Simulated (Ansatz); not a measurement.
**B₂H₄S: nudged elastic band**

B₂H₄S, SMILES BSB, computed with RKS CAM-B3LYP-D4/def2-SVP (Ansatz 0.2.0).

It belongs to a series of runs on one base structure; here: band between the two ends.

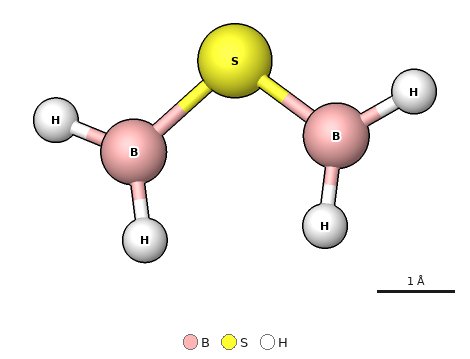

*The structure as given in the input (ball-and-stick view, seen at a tilt).*

Input file:
```yaml
crystal:
  periodic: [false, false, false]
  atoms:
    - { symbol: B, position_ang: [-1.306701, -0.108388, -0.526254] }
    - { symbol: S, position_ang: [-0.424347, 0.528339, 0.907144] }
    - { symbol: B, position_ang: [1.296706, 0.123207, 0.571245] }
    - { symbol: H, position_ang: [-0.712292, -0.658031, -1.412216] }
    - { symbol: H, position_ang: [-2.498359, 0.044358, -0.54441] }
    - { symbol: H, position_ang: [2.104684, 0.450273, 1.398215] }
    - { symbol: H, position_ang: [1.601609, -0.447758, -0.439423] }
basis:
  gaussian: { orbitals: def2-SVP }
hamiltonian:
  xc: cam_b3lyp
  dispersion: d4
neb:
  order_check: false
  images: 7
  f_tol: 0.03
  max_iterations: 60
  initial_path: idpp
  final_atoms:
    - { symbol: B, position_ang: [-1.30683742, -0.1097978, -0.52567555] }
    - { symbol: S, position_ang: [-0.42591419, 0.52028809, 0.91173459] }
    - { symbol: B, position_ang: [1.29647711, 0.12408639, 0.57152206] }
    - { symbol: H, position_ang: [-2.49952485, 0.03271377, -0.54086772] }
    - { symbol: H, position_ang: [-0.70873746, -0.64663154, -1.41677376] }
    - { symbol: H, position_ang: [2.1050599, 0.45082216, 1.39761627] }
    - { symbol: H, position_ang: [1.60077692, -0.43948107, -0.44325488] }
```

Run on 1 thread of Arm Neoverse V2, 24 GiB of memory available, shared host.

Launch command:
```bash
ansatz run input.yaml --threads 1 --pin off --max-ram 2048MiB --backend cpu --events-out ev --progress --plain --runs-dir out
```

The program's output:
```
Engine: ansatz 0.2.0, aarch64-unknown-linux-gnu
Functional definition: CAM-B3LYP
  parameter alpha = 0.19
  parameter beta = 0.46
  parameter omega = 0.33/bohr
  parameter ac = 0.81
  exchange = (1 - alpha - beta)*b88_x + beta*b88_x_sr(omega) + alpha*exact_x + beta*exact_x_lr(omega)
  correlation = (1 - ac)*vwn5_c + ac*lyp_c
717 factors; integrals over basis functions are off by at most 4.4e-4 eV
239 factors; integrals over basis functions are off by at most 1.8e-6 eV
mean field evaluation 1: about -12247.5110 eV, gradient 1.0e1 eV
mean field evaluation 2: about -12247.8721 eV, gradient 4.2e0 eV
mean field evaluation 4: about -12247.9341 eV, gradient 3.4e-1 eV
mean field evaluation 8: about -12247.9335 eV, gradient 1.4e-2 eV
mean field -12247.93346861 eV, -450.1032530239 hartree, gradient 2.8e-5 eV, S^2 0.000000; 0 other end points of the search recorded, 0 dependent functions left out
the calculation of the forces begins
reference -12247.93358022 eV, -450.1032571256 hartree; 15, 15 occupied and 51, 51 virtual orbitals, 717 factors
717 factors; integrals over basis functions are off by at most 4.4e-4 eV
239 factors; integrals over basis functions are off by at most 1.7e-6 eV
mean field evaluation 16: about -12247.8723 eV, gradient 4.2e0 eV
mean field -12247.93343834 eV, -450.1032519115 hartree, gradient 2.4e-5 eV, S^2 0.000000; 0 other end points of the search recorded, 0 dependent functions left out
[... from here on the field's lines of each further geometry are left out, up to the last ...]
NEB iter   1: max|band force component| = 9.503e-1 eV/Å  barrier→ = 0.4508 eV  barrier← = 0.4507 eV  Δτ_max = 0.1322 Å  (218 SCF iters)
NEB iter   2: max|band force component| = 1.001e0 eV/Å  barrier→ = 0.4121 eV  barrier← = 0.4121 eV  Δτ_max = 0.0690 Å  (192 SCF iters)
NEB iter   3: max|band force component| = 3.869e-1 eV/Å  barrier→ = 0.3930 eV  barrier← = 0.3930 eV  CI = image 4  Δτ_max = 0.0374 Å  (179 SCF iters)
NEB iter   4: max|band force component| = 2.043e-1 eV/Å  barrier→ = 0.3824 eV  barrier← = 0.3824 eV  CI = image 4  Δτ_max = 0.0447 Å  (172 SCF iters)
NEB iter   5: max|band force component| = 1.075e-1 eV/Å  barrier→ = 0.3794 eV  barrier← = 0.3794 eV  CI = image 4  Δτ_max = 0.0432 Å  (171 SCF iters)
NEB iter   6: max|band force component| = 1.038e-1 eV/Å  barrier→ = 0.3755 eV  barrier← = 0.3754 eV  CI = image 4  Δτ_max = 0.0411 Å  (171 SCF iters)
NEB iter   7: max|band force component| = 6.833e-2 eV/Å  barrier→ = 0.3730 eV  barrier← = 0.3730 eV  CI = image 4  Δτ_max = 0.0597 Å  (173 SCF iters)
NEB iter   8: max|band force component| = 2.411e-2 eV/Å  barrier→ = 0.3701 eV  barrier← = 0.3701 eV  CI = image 4  Δτ_max = 0.0686 Å  (172 SCF iters)
NEB iter   9: max|band force component| = 1.069e-1 eV/Å  barrier→ = 0.3675 eV  barrier← = 0.3675 eV  CI = image 4  Δτ_max = 0.0344 Å  (25 SCF iters)
NEB iter  10: max|band force component| = 6.644e-2 eV/Å  barrier→ = 0.3664 eV  barrier← = 0.3664 eV  CI = image 4  Δτ_max = 0.0343 Å  (170 SCF iters)
NEB iter  11: max|band force component| = 2.377e-1 eV/Å  barrier→ = 0.3658 eV  barrier← = 0.3658 eV  CI = image 4  Δτ_max = 0.0172 Å  (173 SCF iters)
NEB iter  12: max|band force component| = 6.914e-2 eV/Å  barrier→ = 0.3647 eV  barrier← = 0.3647 eV  CI = image 4  Δτ_max = 0.0343 Å  (175 SCF iters)
NEB iter  13: max|band force component| = 3.864e-2 eV/Å  barrier→ = 0.3627 eV  barrier← = 0.3627 eV  CI = image 4  Δτ_max = 0.0472 Å  (167 SCF iters)
NEB iter  14: max|band force component| = 5.341e-2 eV/Å  barrier→ = 0.3597 eV  barrier← = 0.3597 eV  CI = image 4  Δτ_max = 0.0539 Å  (170 SCF iters)
NEB iter  15: max|band force component| = 8.426e-2 eV/Å  barrier→ = 0.3546 eV  barrier← = 0.3546 eV  CI = image 4  Δτ_max = 0.0677 Å  (172 SCF iters)
NEB iter  16: max|band force component| = 1.404e-1 eV/Å  barrier→ = 0.3500 eV  barrier← = 0.3500 eV  CI = image 5  Δτ_max = 0.0689 Å  (169 SCF iters)
NEB iter  17: max|band force component| = 1.917e-1 eV/Å  barrier→ = 0.3575 eV  barrier← = 0.3575 eV  CI = image 5  Δτ_max = 0.0344 Å  (172 SCF iters)
NEB iter  18: max|band force component| = 1.931e-1 eV/Å  barrier→ = 0.3596 eV  barrier← = 0.3596 eV  CI = image 5  Δτ_max = 0.0344 Å  (165 SCF iters)
NEB iter  19: max|band force component| = 2.310e-1 eV/Å  barrier→ = 0.3608 eV  barrier← = 0.3607 eV  CI = image 5  Δτ_max = 0.0689 Å  (171 SCF iters)
NEB iter  20: max|band force component| = 3.493e-1 eV/Å  barrier→ = 0.3610 eV  barrier← = 0.3610 eV  CI = image 3  Δτ_max = 0.0689 Å  (172 SCF iters)
NEB iter  21: max|band force component| = 3.447e-1 eV/Å  barrier→ = 0.3609 eV  barrier← = 0.3609 eV  CI = image 3  Δτ_max = 0.1387 Å  (174 SCF iters)
NEB iter  22: max|band force component| = 4.403e-1 eV/Å  barrier→ = 0.3609 eV  barrier← = 0.3608 eV  CI = image 3  Δτ_max = 0.0638 Å  (169 SCF iters)
NEB iter  23: max|band force component| = 1.237e-1 eV/Å  barrier→ = 0.3608 eV  barrier← = 0.3608 eV  CI = image 3  Δτ_max = 0.0166 Å  (164 SCF iters)
NEB iter  24: max|band force component| = 1.086e-1 eV/Å  barrier→ = 0.3608 eV  barrier← = 0.3608 eV  CI = image 3  Δτ_max = 0.0687 Å  (151 SCF iters)
NEB iter  25: max|band force component| = 5.472e-2 eV/Å  barrier→ = 0.3608 eV  barrier← = 0.3608 eV  CI = image 3  Δτ_max = 0.0147 Å  (152 SCF iters)
the calculation of the forces begins
reference -12247.82723863 eV, -450.0993491442 hartree; 15, 15 occupied and 51, 51 virtual orbitals, 717 factors
717 factors; integrals over basis functions are off by at most 5.1e-4 eV
239 factors; integrals over basis functions are off by at most 1.4e-6 eV
mean field -12247.56971200 eV, -450.0898852152 hartree, gradient 1.6e-5 eV, S^2 0.000000; 1 other end points of the search recorded, 0 dependent functions left out
the calculation of the forces begins
reference -12247.56982083 eV, -450.0898892146 hartree; 15, 15 occupied and 51, 51 virtual orbitals, 717 factors
NEB iter  26: max|band force component| = 2.871e-2 eV/Å  barrier→ = 0.3608 eV  barrier← = 0.3608 eV  CI = image 3  Δτ_max = 0.0000 Å  (324 SCF iters)
```

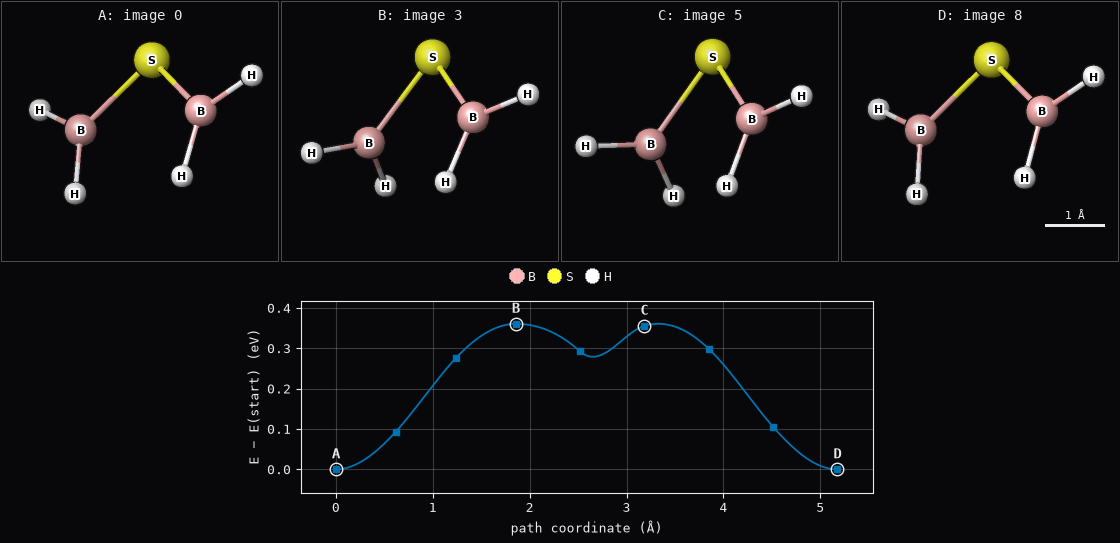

*Images of the last band (counted from 0; ball-and-stick, seen at a tilt) above the energy along the path; the line is a cubic interpolation that uses the forces.*

The highest image is number 3, 0.361 eV above the start and 0.361 eV above the end (the climbing image); start and end have the same energy. The path is 5.18 Å long. The band converged in 26 iterations.

```
Total energy: -12247.66712298 eV, -450.0934650024 hartree
Atom 0 at    -1.034733    -0.505970    -0.386351 Å, force     0.000351    -0.000059     0.000021 eV/Å
Atom 1 at    -0.387479    -0.215509     1.315326 Å, force     0.000301     0.000484    -0.000165 eV/Å
Atom 2 at     1.014319     0.459979     0.481518 Å, force     0.000067    -0.000636     0.000498 eV/Å
Atom 3 at    -0.668941    -1.474978    -0.993279 Å, force    -0.000249     0.000030    -0.000267 eV/Å
Atom 4 at    -1.825496     0.271636    -0.849807 Å, force    -0.000063    -0.000117    -0.000041 eV/Å
Atom 5 at     1.897137     0.966873     1.116901 Å, force    -0.000102     0.000206    -0.000059 eV/Å
Atom 6 at     1.066491     0.429970    -0.730007 Å, force    -0.000305     0.000092     0.000013 eV/Å
Dipole moment:    -0.044561    -0.027601    -0.082172 e Å
this run last wrote the band of iteration 26 to [file]; this run last wrote the band within `neb.f_tol` of iteration 8 to [file]
```

The last band as extended XYZ (Å, eV, eV/Å):
```
7
Properties=species:S:1:pos:R:3:forces:R:3 image=0 energy=-12248.02782
B    -1.3067   -0.1084   -0.5263   -0.0062  -0.0016  -0.0021
S    -0.4243    0.5283    0.9071   -0.0004   0.0040   0.0044
B     1.2967    0.1232    0.5712    0.0041  -0.0005   0.0028
H    -0.7123   -0.6580   -1.4122   -0.0019   0.0012  -0.0027
H    -2.4984    0.0444   -0.5444    0.0061  -0.0014   0.0006
H     2.1047    0.4503    1.3982   -0.0042  -0.0009  -0.0043
H     1.6016   -0.4478   -0.4394    0.0024  -0.0006   0.0012
7
Properties=species:S:1:pos:R:3:forces:R:3 image=1 energy=-12247.93419
B    -1.2744   -0.2520   -0.4653   -0.0301   0.0198  -0.0153
S    -0.4496    0.2463    1.0629   -0.0015   0.0948  -0.0565
B     1.2624    0.2251    0.5347    0.0345  -0.0103   0.0082
H    -0.7154   -0.9748   -1.2431    0.0329   0.0976  -0.0597
H    -2.3812    0.1661   -0.6611   -0.1242  -0.1101   0.0629
H     2.0791    0.6535    1.3027    0.0181  -0.0093   0.0261
H     1.5403   -0.1322   -0.5765    0.0702  -0.0826   0.0343
7
Properties=species:S:1:pos:R:3:forces:R:3 image=2 energy=-12247.75192
B    -1.1842   -0.3940   -0.4149   -0.0481   0.0113  -0.0098
S    -0.4260   -0.0126    1.2013   -0.0034   0.0661  -0.0472
B     1.1668    0.3471    0.4972    0.0517  -0.0136   0.0041
H    -0.7068   -1.2560   -1.1000    0.0315   0.0699  -0.0476
H    -2.1427    0.2371   -0.7648   -0.1523  -0.0779   0.0461
H     1.9950    0.8381    1.2125    0.0138   0.0111   0.0354
H     1.3593    0.1722   -0.6770    0.1068  -0.0670   0.0191
7
Properties=species:S:1:pos:R:3:forces:R:3 image=3 energy=-12247.66701
B    -1.0347   -0.5060   -0.3864    0.0004  -0.0001   0.0000
S    -0.3875   -0.2155    1.3153    0.0003   0.0005  -0.0002
B     1.0143    0.4600    0.4815    0.0001  -0.0006   0.0005
H    -0.6689   -1.4750   -0.9933   -0.0002   0.0000  -0.0003
H    -1.8255    0.2716   -0.8498   -0.0001  -0.0001   0.0000
H     1.8971    0.9669    1.1169   -0.0001   0.0002  -0.0001
H     1.0665    0.4300   -0.7300   -0.0003   0.0001   0.0000
7
Properties=species:S:1:pos:R:3:forces:R:3 image=4 energy=-12247.73541
B    -0.7579   -0.4296   -0.4062    0.1705  -0.0108  -0.0087
S    -0.4335   -0.3095    1.4502    0.0209  -0.1365   0.0968
B     0.8266    0.4433    0.5430   -0.1234   0.0373  -0.0007
H    -0.3956   -1.3981   -1.0128   -0.0874  -0.1762   0.1018
H    -1.6590    0.2628   -0.8223    0.3939   0.1343  -0.0990
H     1.7510    1.1152    0.9049   -0.0028  -0.0587  -0.1028
H     0.7297    0.2480   -0.7025   -0.3718   0.2105   0.0126
7
Properties=species:S:1:pos:R:3:forces:R:3 image=5 energy=-12247.67197
B    -0.8710   -0.6643   -0.4003    0.0062   0.0106  -0.0261
S    -0.3456   -0.3521    1.3430    0.0102   0.0055   0.0243
B     0.8603    0.6178    0.5035   -0.0360   0.0106   0.0120
H    -0.5012   -1.6693   -0.9469    0.0323   0.0280  -0.0050
H    -1.6153    0.1094   -0.9372   -0.0114   0.0082   0.0154
H     1.7379    1.1761    1.1019   -0.0020  -0.0081  -0.0162
H     0.7961    0.7144   -0.7097    0.0006  -0.0547  -0.0044
7
Properties=species:S:1:pos:R:3:forces:R:3 image=6 energy=-12247.72882
B    -0.8704   -0.8591   -0.4496   -0.0158  -0.0454  -0.0221
S    -0.2058   -0.4513    1.2037    0.0546  -0.0222  -0.0402
B     0.8473    0.8131    0.5346    0.0020   0.0555   0.0047
H    -0.6992   -1.9638   -0.8861   -0.1209  -0.0998   0.0355
H    -1.4496   -0.0133   -1.0734    0.0526  -0.0064  -0.0379
H     1.6739    1.2995    1.2547    0.0188   0.0007   0.0387
H     0.7650    1.1069   -0.6297    0.0087   0.1176   0.0213
7
Properties=species:S:1:pos:R:3:forces:R:3 image=7 energy=-12247.92212
B    -0.8005   -0.9985   -0.5232   -0.0001  -0.0369  -0.0166
S    -0.0008   -0.5870    1.0448    0.0854  -0.0445  -0.0611
B     0.7952    0.9521    0.5931    0.0083   0.0402   0.0099
H    -0.9212   -2.1588   -0.8001   -0.1606  -0.0720   0.0584
H    -1.1862   -0.1232   -1.2477    0.1016  -0.0147  -0.0626
H     1.5576    1.4312    1.3864    0.0010   0.0197   0.0309
H     0.6173    1.4161   -0.4990   -0.0357   0.1083   0.0411
7
Properties=species:S:1:pos:R:3:forces:R:3 image=8 energy=-12248.02780
B    -1.3079   -0.1224   -0.5203    0.0061  -0.0075   0.0038
S    -0.4276    0.5126    0.9154   -0.0035   0.0040   0.0084
B     1.2975    0.1362    0.5664   -0.0050   0.0080  -0.0086
H    -2.5022    0.0073   -0.5298    0.0009   0.0044   0.0013
H    -0.7080   -0.6498   -1.4157   -0.0035  -0.0015  -0.0077
H     2.1061    0.4690    1.3900   -0.0022  -0.0031   0.0035
H     1.6034   -0.4208   -0.4516    0.0072  -0.0044  -0.0007
```

Key numbers:

| quantity | value |
| --- | --- |
| outcome | converged |
| barrier, forward | 0.361 eV |
| barrier, backward | 0.361 eV |
| wall time | 4.2 min |
| peak memory | 0.23 GiB |

Notes:

The order of the saddle point was not checked.
